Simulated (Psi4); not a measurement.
# [SiPH6]+ (SMILES [SiH3][PH3+]): levels of theory compared

Wanted: a comparison of 6 runs (HF/STO-3G, HF/pcseg-1, B3LYP/6-31G*, B3LYP/def2-SVP, PBE0/def2-SVP, USCS-MP2/6-31+G**) of [SiPH6]+. 

The results are computed with Psi4 1.11.

4 further runs of the same task are left out: 1 that didn't finish, 3 set aside as unsound or not needed.

**1. Starting point**

The species is [SiPH6]+ (8 atoms), meant as a singlet with charge +1. As SMILES, `[SiH3][PH3+]`. The coordinates come from a GFN2-xTB relaxation.

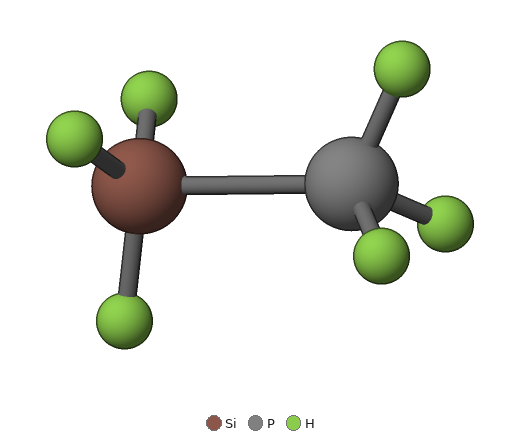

The structure, seen from a chosen angle (silicon brown, phosphorus grey, hydrogen green).

**2. A single-point energy at HF/STO-3G (run 1)**

h6psi.inp reads:

```
memory 1.6 GB

molecule {
  1 1
  Si    -0.88998542     1.07028419    -2.07860425
  P      0.68976893    -0.83786677     1.62365269
  H     -0.17825787    -0.82650952    -3.95268344
  H     -3.56884227     1.25436241    -1.44197442
  H      0.55814951     3.41976178    -2.07301066
  H      0.39829758     0.43291736     3.87701881
  H      3.24103148    -1.34603302     1.73508984
  H     -0.25016194    -3.16691642     2.31051144
  units au
  symmetry c1
}

set basis STO-3G
set reference rhf
set puream true
set e_convergence 1e-09
set d_convergence 1e-08
set scf_type pk

energy_value, wavefunction = energy('hf', return_wfn=True)
oeprop(wavefunction, 'QUADRUPOLE', 'DIPOLE', 'MULLIKEN_CHARGES')
print_variables()
```

Started as:

```console
$ psi4 -i h6psi.inp -o h6psi.out -n 1
```

h6psi.out:

```text
[...]
  Running in c1 symmetry.
[...]
  Nuclear repulsion =   97.140784453022434
[...]
  Multiplicity = 1
[...]
  Nalpha       = 17
  Nbeta        = 17
[...]
    Number of basis functions: 24
[...]
   @RHF iter   1:  -625.82560126236342   -2.01730e+00   6.50023e-03 ADIIS/DIIS
[...]
   @RHF iter   8:  -625.84923401745732   -1.02318e-12   1.89862e-09 DIIS
[...]
  @RHF Final Energy:  -625.84923401745732
   => Energetics <=
    Nuclear Repulsion Energy =             97.1407844530224338
    One-Electron Energy =               -1054.2568927763959437
    Two-Electron Energy =                 331.2668743059161898
    Total Energy =                       -625.8492340174573201
[...]
 Multipole Moments:
 ------------------------------------------------------------------------------------
     Multipole            Electronic (a.u.)      Nuclear  (a.u.)        Total (a.u.)
 ------------------------------------------------------------------------------------
 L = 1.  Multiply by 2.5417464519 to convert [e a0] to [Debye]
 Dipole X            :          0.2631614           -0.1185384            0.1446230
 Dipole Y            :         -0.3371922            0.1604107           -0.1767814
 Dipole Z            :          0.6460622           -0.3039032            0.3421590
 Magnitude           :                                                    0.4113882
 L = 2.  Multiply by 1.3450342976 to convert [e a0^2] to [Debye ang]
 Quadrupole XX       :        -58.9917113           41.9270406          -17.0646707
 Quadrupole XY       :         26.6928931          -27.7041477           -1.0112546
[...]
```

Wall time 0.8 s (1 thread of AMD EPYC 9R45 (Zen 5), shared host); peak memory 0.18 GiB.

**3. Energy and forces at HF/pcseg-1 (run 2)**

calc.py reads:

```python
import psi4

psi4.set_memory(1600000000)
psi4.set_num_threads(1)
psi4.set_output_file('output.dat', False)

m = psi4.geometry("""
1 1
Si    -0.88998542     1.07028419    -2.07860425
P      0.68976893    -0.83786677     1.62365269
H     -0.17825787    -0.82650952    -3.95268344
H     -3.56884227     1.25436241    -1.44197442
H      0.55814951     3.41976178    -2.07301066
H      0.39829758     0.43291736     3.87701881
H      3.24103148    -1.34603302     1.73508984
H     -0.25016194    -3.16691642     2.31051144
units au
symmetry c1
no_reorient
no_com
""")

psi4.set_options({
    'puream': True,
    'e_convergence': 1e-09,
    'd_convergence': 1e-08,
    'scf_type': 'pk',
})

result = psi4.gradient('hf/pcseg-1')
print('gradient / Eh bohr^-1')
print(result.np.round(6))
```

Started as:

```console
$ python calc.py
```

output.dat:

```text
[...]
  Running in c1 symmetry.
[...]
  Nuclear repulsion =   97.140784453022434
[...]
  Multiplicity = 1
[...]
  Nalpha       = 17
  Nbeta        = 17
[...]
    Number of basis functions: 66
[...]
   @RHF iter   1:  -632.79473022133300   -7.19831e-02   3.17763e-03 ADIIS/DIIS
[...]
   @RHF iter   9:  -632.85750257918812   -1.45519e-11   8.34003e-09 DIIS
[...]
    Orbital Energies [Eh]
    ---------------------
    Doubly Occupied:
       1A    -80.167857     2A    -68.977401     3A     -7.736363
       4A     -6.347431     5A     -5.641195     6A     -5.641192
       7A     -5.640242     8A     -4.463319     9A     -4.461294
      10A     -4.461291    11A     -1.123294    12A     -0.930598
      13A     -0.782894    14A     -0.782848    15A     -0.700342
      16A     -0.700228    17A     -0.684957
[...]
  @RHF Final Energy:  -632.85750257918812
   => Energetics <=
    Nuclear Repulsion Energy =             97.1407844530224338
    One-Electron Energy =               -1061.5110827542700918
    Two-Electron Energy =                 331.5127957220594226
    Total Energy =                       -632.8575025791882354
[...]
  -Total Gradient:
     Atom            X                  Y                   Z
    ------   -----------------  -----------------  -----------------
       1       -0.003487706507     0.004187611848    -0.008084957387
       2       -0.004627699876     0.005312245163    -0.010273475604
       3        0.000913350699    -0.000863843639     0.002547841764
       4        0.001384131597    -0.001171924937     0.002150304069
       5        0.000774196443    -0.001528423925     0.002263909203
       6        0.005707355538    -0.011910523431    -0.003086870238
       7       -0.009987638936    -0.002011469382     0.008728893371
       8        0.009324011040     0.007986328307     0.005754354812
[...]
```

The script printed:

```text
gradient / Eh bohr^-1
[[-0.003488  0.004188 -0.008085]
 [-0.004628  0.005312 -0.010273]
 [ 0.000913 -0.000864  0.002548]
 [ 0.001384 -0.001172  0.00215 ]
 [ 0.000774 -0.001528  0.002264]
 [ 0.005707 -0.011911 -0.003087]
 [-0.009988 -0.002011  0.008729]
 [ 0.009324  0.007986  0.005754]]
```

Wall time 1.7 s (1 thread of AMD EPYC 9R45 (Zen 5), shared host); peak memory 0.23 GiB.

Runs 3 to 5 aren't shown in full; the table further down has their settings and results.

**4. The energy at USCS-MP2/6-31+G(d,p) (ZORA, Cartesian functions) (run 6)**

calc.py reads:

```python
import psi4

psi4.set_memory(1600000000)
psi4.set_num_threads(1)
psi4.core.set_output_file('run.log', False)

mol = psi4.geometry("""
1 1
Si    -0.470960     0.566370    -1.099950
P      0.365010    -0.443380     0.859200
H     -0.094330    -0.437370    -2.091670
H     -1.888550     0.663780    -0.763060
H      0.295360     1.809660    -1.096990
H      0.210770     0.229090     2.051630
H      1.715080    -0.712290     0.918170
H     -0.132380    -1.675860     1.222670
symmetry c1
""")

psi4.set_options(dict(basis='6-31+G**', reference='uhf', scf_type='pk', freeze_core=True, mp2_type='conv', relativistic='zora'))

energy_value, wavefunction = psi4.energy('scs-mp2', molecule=mol, return_wfn=True)
print(f'scs-mp2 energy: {energy_value:.10f} Eh')
```

Started as:

```console
$ python calc.py
```

run.log:

```text
[...]
  Running in c1 symmetry.
[...]
  Nuclear repulsion =   97.140784448288514
[...]
  Multiplicity = 1
[...]
  Nalpha       = 17
  Nbeta        = 17
[...]
    Number of basis functions: 76
[...]
   @UHF iter   1:  -634.96554550324277   -2.06888e-01   2.60390e-03 ADIIS/DIIS
[...]
   @UHF iter   9:  -635.01865445397732   -1.08002e-11   6.43966e-09 DIIS
[...]
   @S^2 Observed:                2.131628207E-14
[...]
  @UHF Final Energy:  -635.01865445397732
   => Energetics <=
    Nuclear Repulsion Energy =             97.1407844482885139
    One-Electron Energy =               -1063.7740363321915993
    Two-Electron Energy =                 331.6145974299257659
    Total Energy =                       -635.0186544539773195
  UHF NO Occupations:
  HONO-2 :   15  A 2.0000000
  HONO-1 :   16  A 2.0000000
[...]
 Multipole Moments:
 ------------------------------------------------------------------------------------
     Multipole            Electronic (a.u.)      Nuclear  (a.u.)        Total (a.u.)
 ------------------------------------------------------------------------------------
 L = 1.  Multiply by 2.5417464519 to convert [e a0] to [Debye]
 Dipole X            :          0.2741576           -0.1185384            0.1556192
 Dipole Y            :         -0.3508390            0.1604107           -0.1904282
 Dipole Z            :          0.6724510           -0.3039032            0.3685478
 Magnitude           :                                                    0.4430663
[...]
	SCS-MP2 Total Energy (a.u.)        :  -635.25029286586675
	SOS-MP2 Total Energy (a.u.)        :  -635.24012792232372
	SCSN-MP2 Total Energy (a.u.)       :  -635.07232535588412
[...]
	SOS-PI-MP2 Total Energy (a.u.)     :  -635.27704016704820
[...]
	MP2 Total Energy (a.u.)            :  -635.23371050822823
[...]
```

The script printed:

```text
scs-mp2 energy: -635.2502928659 Eh
```

Wall time 13 s (1 thread of AMD EPYC 9R45 (Zen 5), shared host); peak memory 0.54 GiB.

**5. All runs side by side**

```
run                                          level      task         integration grid  energy (Eh)  HOMO energy (eV)  LUMO energy (eV)  HOMO–LUMO gap (eV)  wall time
  1                                      HF/STO-3G    energy                        –  -625.849234            -17.35              2.12               19.47      0.8 s
  2                                     HF/pcseg-1  gradient                        –  -632.857503            -18.64             -2.49               16.14      1.7 s
  3             B3LYP/6-31G* (spherical functions)  gradient  99 radial × 590 angular  -634.164974            -15.49             -5.96                9.53        6 s
  4                                 B3LYP/def2-SVP    energy  99 radial × 590 angular  -634.006341            -15.47             -5.97                9.50      5.7 s
  5                                  PBE0/def2-SVP  gradient  99 radial × 590 angular  -633.701965            -15.69             -5.76                9.92      7.2 s
  6  USCS-MP2/6-31+G** (ZORA, Cartesian functions)    energy                        –  -635.250293            -18.62             -2.85               15.76       13 s
```

**6. Summary of results**

```
                                           quantity          value
                                run 6: total energy  -635.25029 Eh
         run 6: HOMO energy (Hartree–Fock orbitals)      -18.62 eV
         run 6: LUMO energy (Hartree–Fock orbitals)       -2.85 eV
       run 6: HOMO–LUMO gap (Hartree–Fock orbitals)       15.76 eV
run 6: correlation energy (10 core orbitals frozen)     -231.6 mEh
```

Over runs 1, 2, 3, 4, 5 the HOMO–LUMO gap runs from 9.50 eV (B3LYP/def2-SVP) to 19.47 eV (HF/STO-3G). The two ends differ in method and basis. Totals of different functionals can't be ranked against each other. Some runs of one species differ in core potentials or relativity; totals across that change don't compare. In run 1 the basis is minimal, so the values are rough. All runs together took 34 s, the longest 13 s.
